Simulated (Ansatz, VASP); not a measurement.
# CdSe (Cadmoselite): VASP beside Ansatz, part 2 of 3

One calculation is typed for both programs; each brings its own data sets and cutoff. How far apart do they land?  The cell comes out of the VASP series on this material, whose earlier steps may have relaxed, scaled or displaced it; both programs get it as it stands.

VASP 6.6.1 and Ansatz 0.2.0.

So far: Starting point; Ansatz: band structure, r2SCAN with rVV10.

### 3. VASP: band structure, r2SCAN with rVV10

Level of this step: r2SCAN with rVV10; plane waves and PAW (Cd, Se) (VASP).

The same cell, functional, mesh and smearing now go to VASP, with its own data sets and cutoff.

Lines of VASP's logs that name or quote its potential files are left out, and so is its time.

Input file INCAR:

```
SYSTEM = CdSe
PREC = Accurate
ENCUT = 400
EDIFF = 1E-06
NELM = 100
ISMEAR = 0
SIGMA = 0.05
LREAL = .FALSE.
ALGO = Normal
METAGGA = R2SCAN
LUSE_VDW = .TRUE.
IVDW_NL = 2
BPARAM = 11.95
CPARAM = 0.0093
LASPH = .TRUE.
NBANDS = 32
LORBIT = 11
LWAVE = .FALSE.
LCHARG = .FALSE.
KPAR = 4
```

Input file POSCAR:

```
CdSe
1.0
    4.3156289234      0.0000000000      0.0000000000
   -2.1578144617      3.7374442810      0.0000000000
    0.0000000000      0.0000000000      7.0446329691
Cd Se
2 2
Direct
    0.3333333333      0.6666666667      0.0046907969
    0.6666666667      0.3333333333      0.5046907969
    0.3333333333      0.6666666667      0.3803092031
    0.6666666667      0.3333333333      0.8803092031
```

Input file KPOINTS:

```
Automatic mesh
0
Gamma
6 6 3
0 0 0
```

Input file KPOINTS_OPT:

```
Line mode
16
Line-mode
Reciprocal
  0.00000000   0.00000000   0.00000000 GAMMA
  0.50000000   0.00000000   0.00000000 M

  0.50000000   0.00000000   0.00000000 M
  0.33333333   0.33333333   0.00000000 K

  0.33333333   0.33333333   0.00000000 K
  0.00000000   0.00000000   0.00000000 GAMMA

  0.00000000   0.00000000   0.00000000 GAMMA
  0.00000000   0.00000000   0.50000000 A

  0.00000000   0.00000000   0.50000000 A
  0.50000000   0.00000000   0.50000000 L

  0.50000000   0.00000000   0.50000000 L
  0.33333333   0.33333333   0.50000000 H

  0.33333333   0.33333333   0.50000000 H
  0.00000000   0.00000000   0.50000000 A

  0.50000000   0.00000000   0.50000000 L
  0.50000000   0.00000000   0.00000000 M

  0.33333333   0.33333333   0.00000000 K
  0.33333333   0.33333333   0.50000000 H
```

Potentials, in the order of the species: Cd and Se (PBE family, release 64).

The run is started by

```
$ mpirun -np 4 vasp_std
```

Numbers of over 12 decimals in the logs are rounded to 6 here.

Log:

```text
[banner, memory and clock lines left out]
running    4 mpi-ranks, on    1 nodes
 distrk:  each k-point on    1 cores,    4 groups
 distr:  one band on    1 cores,    1 groups

 POSCAR found type information on POSCAR CdSe
 POSCAR found :  2 types and       4 ions
|                                                                             |
|               ----> ADVICE to this user running VASP <----                  |
|                                                                             |
|     You have switched on vdW-DFT.                                           |
|     This routine was written and supplied by Jiri Klimes. We recommend      |
|     that you carefully read and cite the following publications:            |
|       J. Klimes, D.R. Bowler, A. Michelides                                 |
|          J. Phys.: Cond Matt. 22 022201 (2010)                              |
|       J. Klimes, D.R. Bowler, A. Michelides                                 |
|          Phys. Rev. B. 83, 195131 (2011)                                    |
|     and references therein.                                                 |
|                                                                             |

|                                                                             |
|               ----> ADVICE to this user running VASP <----                  |
|                                                                             |
|     You enforced a specific xc type in the INCAR file but a different       |
|     [... a line on the potential file left out ...]
|     I HOPE YOU KNOW WHAT YOU ARE DOING!                                     |
|                                                                             |

 LDA part: xc-table for (None), standard interpolation
 POSCAR, INCAR and KPOINTS ok, starting setup
 FFT: planning ... GRIDC
 FFT: planning ... GRID_SOFT
 FFT: planning ... GRID
 WAVECAR not read
 entering main loop
       N       E                     dE             d eps       ncg     rms          rms(c)
Total rVV10 correction in eV:      1.1451381    44.2282166
Total rVV10 correction in eV:      1.1451381    44.2282166
Total rVV10 correction in eV:      1.1451381    44.2282166
Total rVV10 correction in eV:      1.1451381    44.2282166
DAV:   1     0.142231943963E+03    0.14223E+03   -0.14788E+04   896   0.844E+02
DAV:   2    -0.704110373181E+02   -0.21264E+03   -0.20431E+03  1024   0.246E+02
DAV:   3    -0.803375795045E+02   -0.99265E+01   -0.98800E+01  1080   0.546E+01
DAV:   4    -0.803893134940E+02   -0.51734E-01   -0.51730E-01   976   0.393E+00
DAV:   5    -0.803896459341E+02   -0.33244E-03   -0.33244E-03  1096   0.282E-01    0.823E+00
Total rVV10 correction in eV:      1.1542293    44.2282163
Total rVV10 correction in eV:      1.1542293    44.2282163
Total rVV10 correction in eV:      1.1542293    44.2282163
Total rVV10 correction in eV:      1.1542293    44.2282163
DAV:   6    -0.706667948337E+02    0.97229E+01   -0.60156E+00   928   0.238E+01    0.106E+01
Total rVV10 correction in eV:      1.1588341    44.2282163
Total rVV10 correction in eV:      1.1588341    44.2282163
Total rVV10 correction in eV:      1.1588341    44.2282163
Total rVV10 correction in eV:      1.1588341    44.2282163
DAV:   7    -0.706205040883E+02    0.46291E-01   -0.40018E-01  1032   0.434E+00    0.791E+00
Total rVV10 correction in eV:      1.1731431    44.2282163
Total rVV10 correction in eV:      1.1731431    44.2282163
Total rVV10 correction in eV:      1.1731431    44.2282163
Total rVV10 correction in eV:      1.1731431    44.2282163
DAV:   8    -0.706282084206E+02   -0.77043E-02   -0.22143E-01   976   0.369E+00    0.171E+00
Total rVV10 correction in eV:      1.1793624    44.2282163
Total rVV10 correction in eV:      1.1793624    44.2282163
Total rVV10 correction in eV:      1.1793624    44.2282163
Total rVV10 correction in eV:      1.1793624    44.2282163
DAV:   9    -0.706336232797E+02   -0.54149E-02   -0.28656E-02  1080   0.957E-01    0.276E-01
Total rVV10 correction in eV:      1.1791932    44.2282163
Total rVV10 correction in eV:      1.1791932    44.2282163
Total rVV10 correction in eV:      1.1791932    44.2282163
Total rVV10 correction in eV:      1.1791932    44.2282163
DAV:  10    -0.706333712466E+02    0.25203E-03   -0.26815E-03  1016   0.340E-01    0.132E-01
Total rVV10 correction in eV:      1.1789172    44.2282163
Total rVV10 correction in eV:      1.1789172    44.2282163
Total rVV10 correction in eV:      1.1789172    44.2282163
Total rVV10 correction in eV:      1.1789172    44.2282163
DAV:  11    -0.706334086611E+02   -0.37414E-04   -0.10670E-03  1040   0.244E-01    0.547E-02
Total rVV10 correction in eV:      1.1788238    44.2282163
Total rVV10 correction in eV:      1.1788238    44.2282163
Total rVV10 correction in eV:      1.1788238    44.2282163
Total rVV10 correction in eV:      1.1788238    44.2282163
DAV:  12    -0.706334153321E+02   -0.66709E-05   -0.51837E-05  1024   0.622E-02    0.364E-02
Total rVV10 correction in eV:      1.1789401    44.2282163
Total rVV10 correction in eV:      1.1789401    44.2282163
Total rVV10 correction in eV:      1.1789401    44.2282163
Total rVV10 correction in eV:      1.1789401    44.2282163
DAV:  13    -0.706334131490E+02    0.21831E-05   -0.27131E-05  1048   0.412E-02    0.648E-03
Total rVV10 correction in eV:      1.1789639    44.2282163
Total rVV10 correction in eV:      1.1789639    44.2282163
Total rVV10 correction in eV:      1.1789639    44.2282163
Total rVV10 correction in eV:      1.1789639    44.2282163
DAV:  14    -0.706334145138E+02   -0.13649E-05   -0.28841E-06  1000   0.135E-02    0.472E-03
Total rVV10 correction in eV:      1.1789664    44.2282163
Total rVV10 correction in eV:      1.1789664    44.2282163
Total rVV10 correction in eV:      1.1789664    44.2282163
Total rVV10 correction in eV:      1.1789664    44.2282163
DAV:  15    -0.706334144453E+02    0.68575E-07   -0.11952E-07   536   0.219E-03
Total rVV10 correction in eV:      1.1789617    44.2282163
Total rVV10 correction in eV:      1.1789617    44.2282163
Total rVV10 correction in eV:      1.1789617    44.2282163
Total rVV10 correction in eV:      1.1789617    44.2282163
Total rVV10 correction in eV:      1.1789647    44.2282163
Total rVV10 correction in eV:      1.1789647    44.2282163
Total rVV10 correction in eV:      1.1789647    44.2282163
Total rVV10 correction in eV:      1.1789647    44.2282163
   1 F= -.70633414E+02 E0= -.70633414E+02  d E =-.409558E-12
 Start KPOINTS_OPT (optional k-point list driver)
k-point batch [1-14\144]
       N       E                     dE             ncg
DAV:   1     0.220549988900E+03   -0.51539E+04      912
DAV:   2    -0.276451623027E+04   -0.29851E+04     1024
DAV:   3    -0.290064963224E+04   -0.13613E+03     1072
DAV:   4    -0.290138563031E+04   -0.73600E+00      984
DAV:   5    -0.290139066349E+04   -0.50332E-02     1088
DAV:   6    -0.290139073720E+04   -0.73711E-04      968
DAV:   7    -0.290139073868E+04   -0.14799E-05      968
DAV:   8    -0.290139073874E+04   -0.58583E-07      672
[...]
k-point batch [141-144\144]
       N       E                     dE             ncg
DAV:   1     0.101853624489E+05   -0.38486E+04      256
DAV:   2     0.933675290624E+04   -0.84861E+03      296
DAV:   3     0.929921236237E+04   -0.37541E+02      320
DAV:   4     0.929903369912E+04   -0.17866E+00      296
DAV:   5     0.929903246073E+04   -0.12384E-02      320
DAV:   6     0.929903244358E+04   -0.17152E-04      288
DAV:   7     0.929903244328E+04   -0.29461E-06      280
```

OUTCAR, selected parts (step 3):

```text
ion  position               nearest neighbor table
   1  0.333  0.667  0.005-   4 2.64   4 2.64   4 2.64   3 2.65
   2  0.667  0.333  0.505-   3 2.64   3 2.64   3 2.64   4 2.65
   3  0.333  0.667  0.380-   2 2.64   2 2.64   2 2.64   1 2.65
   4  0.667  0.333  0.880-   1 2.64   1 2.64   1 2.64   2 2.65

  LATTYP: Found a hexagonal cell.
 ALAT       =     4.3156289234
 C/A-ratio  =     1.6323537297

 Subroutine GETGRP returns: Found 12 space group operations
 (whereof  6 operations were pure point group operations)

The static configuration has the point symmetry C_3v.
 The point group associated with its full space group is C_6v.

 Found     14 irreducible k-points:

   k-points           NKPTS =     14   k-points in BZ     NKDIM =     14   number of bands    NBANDS=     32

   dimension x,y,z NGX =    28 NGY =   28 NGZ =   48
   dimension x,y,z NGXF=    56 NGYF=   56 NGZF=   96

   ENCUT  =  400.0 eV  29.40 Ry    5.42 a.u.   7.04  7.04 11.49*2*pi/ulx,y,z

   NELECT =      36.0000    total number of electrons

 k-points in reciprocal lattice and weights: Automatic mesh
   0.00000000  0.00000000  0.00000000       0.009
   0.16666667  0.00000000  0.00000000       0.056
   0.33333333 -0.00000000  0.00000000       0.056
   0.50000000 -0.00000000  0.00000000       0.028
   0.16666667  0.16666667  0.00000000       0.056
   0.33333333  0.16666667  0.00000000       0.111
   0.33333333  0.33333333  0.00000000       0.019
   0.00000000  0.00000000  0.33333333       0.019
   0.16666667  0.00000000  0.33333333       0.111
[...]
0.33333333  0.16666667  0.33333333       0.222
   0.33333333  0.33333333  0.33333333       0.037

 average (electrostatic) potential at core
       1 -45.5923       2 -45.5923       3 -60.9492       4 -60.9492

 E-fermi :   0.7878

 k-point     1 :       0.0000    0.0000    0.0000
  band No.  band energies     occupation
    ...
     14      -0.2036      2.00000
     15      -0.2036      2.00000
     16       0.5084      2.00000
     17       0.5589      2.00000
     18       0.5589      2.00000
     19       1.6334      0.00000
     20       3.1836      0.00000
     21       6.9085      0.00000
     22       6.9085      0.00000
     23       7.2051      0.00000
    ...

 k-point     2 :       0.1667    0.0000    0.0000
  band No.  band energies     occupation
    ...
     14      -1.2298      2.00000
     15      -0.7715      2.00000
     16      -0.5252      2.00000
     17       0.3026      2.00000
     18       0.3671      2.00000
     19       2.8947      0.00000
     20       4.1261      0.00000
     21       6.1830      0.00000
     22       7.2494      0.00000
     23       7.2873      0.00000
    ...

 k-point     3 :       0.3333   -0.0000    0.0000
  band No.  band energies     occupation
    ...
     14      -2.4838      2.00000
     15      -2.0805      2.00000
     16      -1.0675      2.00000
     17      -0.2917      2.00000
     18      -0.0139      2.00000
     19       3.9478      0.00000
     20       4.3588      0.00000
     21       5.9009      0.00000
     22       6.7770      0.00000
     23       7.5225      0.00000
    ...

  Total        0.0042340      0.0042340     -0.0086462      0.0000000      0.0000000      0.0000000
  in kB        0.0597016      0.0597016     -0.1219159      0.0000000      0.0000000      0.0000000
  external PRESSURE =      -0.0008376 kB  Pullay stress =       0.0000000 kB

  energy-cutoff  :      400.00
  volume of cell :      113.63
      direct lattice vectors                 reciprocal lattice vectors
     4.315628923  0.000000000  0.000000000     0.231715937  0.133781259  0.000000000
    -2.157814462  3.737444281  0.000000000     0.000000000  0.267562517  0.000000000
     0.000000000  0.000000000  7.044632969     0.000000000  0.000000000  0.141952037

 POSITION                                       TOTAL-FORCE (eV/Angst)
 -----------------------------------------------------------------------------------
     -0.00000      2.49163      0.03304         0.000000     -0.000000      0.002288
      2.15781      1.24581      3.55536        -0.000000      0.000000      0.002288
     -0.00000      2.49163      2.67914         0.000000      0.000000     -0.002288
      2.15781      1.24581      6.20146         0.000000      0.000000     -0.002288
 -----------------------------------------------------------------------------------
    total drift:                               -0.000000      0.000000      0.008005

  FREE ENERGIE OF THE ION-ELECTRON SYSTEM (eV)
  ---------------------------------------------------
  free  energy   TOTEN  =       -70.6334144453 eV

  energy  without entropy=      -70.6334144453  energy(sigma->0) =      -70.63341445

 total charge
# of ion       s       p       d       tot
------------------------------------------
    1        0.419   0.302   9.567  10.287
    2        0.419   0.302   9.567  10.287
    3        1.437   2.444   0.021   3.902
    4        1.437   2.444   0.021   3.902
--------------------------------------------------
tot          3.711   5.491  19.176  28.379

[... 3 further parts left out ...]
```

The run ends at a pressure of 0.00 GPa, with forces up to 0.0023 eV/Å.

### 4. Differences

Known differences besides the PAW data sets themselves: VASP keeps PBE cores, Ansatz makes them for the functional; the data sets hold 72 valence electrons in Ansatz (default PAW (the set named soft_2) files) and 36 in VASP; the cutoff is 500 eV in Ansatz and 400 eV in VASP. Total energies have different zeros and are not compared.

The two programs side by side:

| quantity | Ansatz | VASP | difference |
| --- | --- | --- | --- |
| pressure (GPa) | 0.01 | 0.00 | +0.01 |
| gap over the path points (eV) | 1.087 | 1.075 | +0.012 |

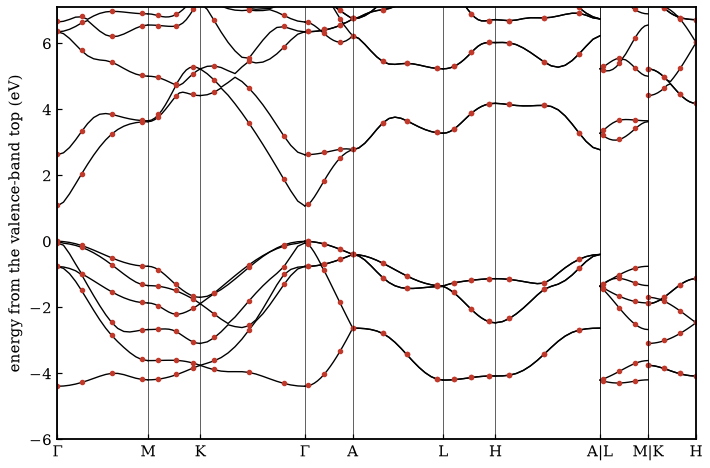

Bands from VASP (lines) and levels from Ansatz (dots). Dots without a line are higher empty bands that the VASP plot leaves out.

Levels at points of the path, from each program's valence-band top (eV; 4 filled, then empty):

| k (reciprocal lattice) | Ansatz | VASP |
| --- | --- | --- |
| 0.000 0.000 0.000 | -0.76 -0.05 0.00 0.00 1.09 2.64 6.37 | -0.76 -0.05 0.00 0.00 1.07 2.62 6.35 |
| 0.133 0.000 0.000 | -1.00 -0.97 -0.18 -0.13 2.05 3.34 5.79 | -1.01 -0.98 -0.18 -0.13 2.04 3.33 5.78 |
| 0.300 0.000 0.000 | -2.45 -1.52 -0.71 -0.50 3.26 3.86 5.43 | -2.46 -1.53 -0.71 -0.50 3.25 3.85 5.43 |
| 0.467 0.000 0.000 | -2.68 -1.85 -1.31 -0.74 3.62 3.67 5.03 | -2.69 -1.86 -1.31 -0.75 3.62 3.66 5.02 |
| 0.467 0.067 0.000 | -2.65 -1.95 -1.35 -0.86 3.77 3.85 4.97 | -2.66 -1.96 -1.36 -0.86 3.77 3.84 4.96 |
| 0.411 0.178 0.000 | -2.72 -2.20 -1.49 -1.30 4.40 4.72 4.75 | -2.73 -2.21 -1.50 -1.31 4.40 4.72 4.74 |
| 0.356 0.289 0.000 | -3.04 -2.02 -1.74 -1.65 4.45 5.08 5.28 | -3.05 -2.03 -1.75 -1.66 4.44 5.08 5.29 |
| 0.289 0.289 0.000 | -2.91 -2.19 -1.57 -1.56 4.53 4.89 5.32 | -2.92 -2.20 -1.58 -1.57 4.52 4.89 5.32 |
| 0.178 0.178 0.000 | -2.55 -1.79 -0.78 -0.71 3.59 4.65 5.46 | -2.56 -1.80 -0.79 -0.71 3.58 4.64 5.46 |
| 0.067 0.067 0.000 | -1.00 -0.76 -0.15 -0.11 1.89 3.21 5.90 | -1.01 -0.77 -0.15 -0.11 1.88 3.20 5.88 |

Among the levels compared (up to four filled and three empty ones at each point), filled levels agree within 14 meV and empty ones within 23 meV. Ansatz's pressure holds a Pulay correction of 0.04 GPa; VASP's holds none.

### 5. VASP: single point, r2SCAN with rVV10

With cell and atoms fixed, the geometry can't cause a difference; cores, projectors, grids and the points listed under the comparison can.

INCAR, as its differences from that of step 3:

```diff
@@ -15,3 +15,3 @@
 LASPH = .TRUE.
-NBANDS = 32
+NBANDS = 50
 LORBIT = 11
@@ -20 +20,4 @@
 KPAR = 4
+LOPTICS = .TRUE.
+NEDOS = 1500
+CSHIFT = 0.1
```

POSCAR is that of step 3.

Input file KPOINTS:

```
Automatic mesh
0
Gamma
9 9 5
0 0 0
```

The run is started by

```
$ mpirun -np 4 vasp_std
```

Log:

```text
[banner, memory and clock lines left out]
running    4 mpi-ranks, on    1 nodes
[...]
[... a notice as in an earlier step ...]

 [... a notice as in an earlier step ...]

 LDA part: xc-table for (None), standard interpolation
 POSCAR, INCAR and KPOINTS ok, starting setup
[...]
entering main loop
       N       E                     dE             d eps       ncg     rms          rms(c)
Total rVV10 correction in eV:      1.1451381    44.2282166
Total rVV10 correction in eV:      1.1451381    44.2282166
Total rVV10 correction in eV:      1.1451381    44.2282166
Total rVV10 correction in eV:      1.1451381    44.2282166
DAV:   1     0.172807703480E+03    0.17281E+03   -0.13546E+04  3624   0.539E+02
DAV:   2    -0.680652799833E+02   -0.24087E+03   -0.22191E+03  4106   0.180E+02
DAV:   3    -0.803354418981E+02   -0.12270E+02   -0.12167E+02  4356   0.434E+01
DAV:   4    -0.803939167025E+02   -0.58475E-01   -0.58462E-01  4136   0.302E+00
DAV:   5    -0.803942432157E+02   -0.32651E-03   -0.32651E-03  4194   0.197E-01    0.823E+00
[...]
Total rVV10 correction in eV:      1.1786896    44.2282163
Total rVV10 correction in eV:      1.1786896    44.2282163
Total rVV10 correction in eV:      1.1786896    44.2282163
Total rVV10 correction in eV:      1.1786896    44.2282163
DAV:  13    -0.706386197634E+02   -0.12586E-05   -0.25385E-05  4046   0.315E-02    0.965E-03
Total rVV10 correction in eV:      1.1787002    44.2282163
Total rVV10 correction in eV:      1.1787002    44.2282163
Total rVV10 correction in eV:      1.1787002    44.2282163
Total rVV10 correction in eV:      1.1787002    44.2282163
DAV:  14    -0.706386200031E+02   -0.23975E-06   -0.64771E-07  3114   0.398E-03
Total rVV10 correction in eV:      1.1786784    44.2282163
Total rVV10 correction in eV:      1.1786784    44.2282163
Total rVV10 correction in eV:      1.1786784    44.2282163
Total rVV10 correction in eV:      1.1786784    44.2282163
Total rVV10 correction in eV:      1.1786962    44.2282163
Total rVV10 correction in eV:      1.1786962    44.2282163
Total rVV10 correction in eV:      1.1786962    44.2282163
Total rVV10 correction in eV:      1.1786962    44.2282163
   1 F= -.70638620E+02 E0= -.70638620E+02  d E =-.986935E-11
 optical routines
 imaginary and real dielectric function
 direction            1
 direction            2
 direction            3
```

OUTCAR, selected parts (step 5):

```text
  Total       -0.0115541     -0.0115541     -0.0140186      0.0000000      0.0000000      0.0000000
  in kB       -0.1629184     -0.1629184     -0.1976683      0.0000000      0.0000000      0.0000000
  external PRESSURE =      -0.1745017 kB  Pullay stress =       0.0000000 kB

 POSITION                                       TOTAL-FORCE (eV/Angst)
 -----------------------------------------------------------------------------------
     -0.00000      2.49163      0.03304         0.000000      0.000000      0.001385
      2.15781      1.24581      3.55536        -0.000000     -0.000000      0.001385
     -0.00000      2.49163      2.67914         0.000000     -0.000000     -0.001385
      2.15781      1.24581      6.20146         0.000000     -0.000000     -0.001385
 -----------------------------------------------------------------------------------
    total drift:                               -0.000000      0.000000      0.007916

  FREE ENERGIE OF THE ION-ELECTRON SYSTEM (eV)
  ---------------------------------------------------
  free  energy   TOTEN  =       -70.6386200031 eV

  energy  without entropy=      -70.6386200031  energy(sigma->0) =      -70.63862000

[... 1 part as in an earlier step ...]

[... 2 further parts left out ...]
[key lines of the parts left out:]
E-fermi :   0.7598
```

(Continued in part 3 of 3.)

[Lines on the potential files, build, host, timing and source positions are cut from VASP's logs without a mark.]

[Logs are printed without paths, hosts, clocks, repeated set-up lines and the standing remarks that a program may print on its own settings, such as how far it seeks lower states.]

[Hosts, paths, dates, database ids (printed as entryN), source tags and the programs' standing remarks are cut or masked in the printed files.]
